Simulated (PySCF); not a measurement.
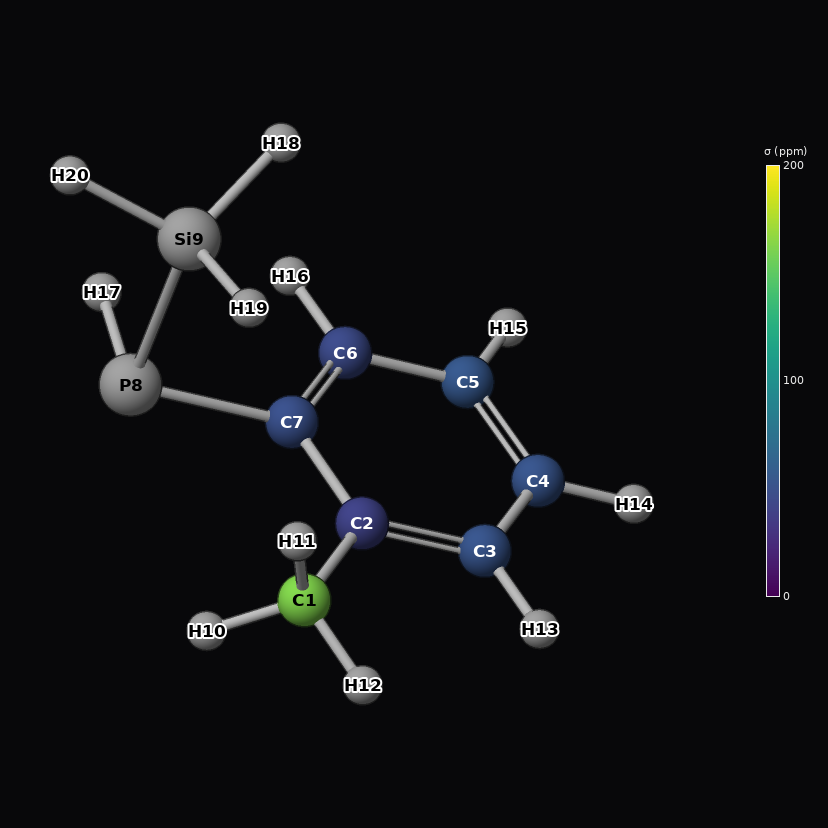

Atoms are coloured by their isotropic NMR shieldings (C only, the others grey). Computed geometry: GFN2-xTB optimisation. No frequency run is at hand to confirm it as a minimum. Method: GIAO PBE0/pcSseg-1 NMR shielding, non-relativistic, gas phase (PySCF 2.14.0).

List the isotropic NMR shieldings of the C atoms.

```json
{"atom": "C1", "σ (ppm)": "162.1"}
{"atom": "C2", "σ (ppm)": "40.2"}
{"atom": "C3", "σ (ppm)": "52.5"}
{"atom": "C4", "σ (ppm)": "53.1"}
{"atom": "C5", "σ (ppm)": "54.8"}
{"atom": "C6", "σ (ppm)": "45.8"}
{"atom": "C7", "σ (ppm)": "49.3"}
```

The geometry is semi-empirical. Around P, Si such bond lengths and angles can be off by a tenth of an ångström or more and by several degrees, and values that hang on the shape move with them.
